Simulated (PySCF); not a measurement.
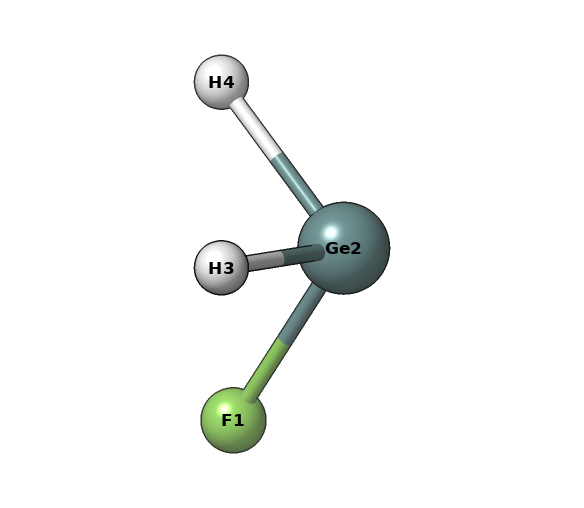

State: charge −1, singlet. The geometry was computed by an optimisation with PBE0-D3(BJ)/def2-SVP. No frequency run is at hand to confirm it as a minimum. Method: TDDFT CAM-B3LYP/def2-SVPD, vertical, gas phase, core orbitals frozen in the response (PySCF 2.14.0), and the same with a continuum solvent (IEF-PCM, Bondi radii x 1.2, gas-phase geometry).

How do HOMO–LUMO gap (eV), lowest singlet (eV) change in acetonitrile (ε = 35.7), water (ε = 78.4)?

```csv
medium,HOMO–LUMO gap (eV),lowest singlet (eV)
gas phase,7.00,4.13
acetonitrile,7.66,4.35
water,7.67,4.36
```
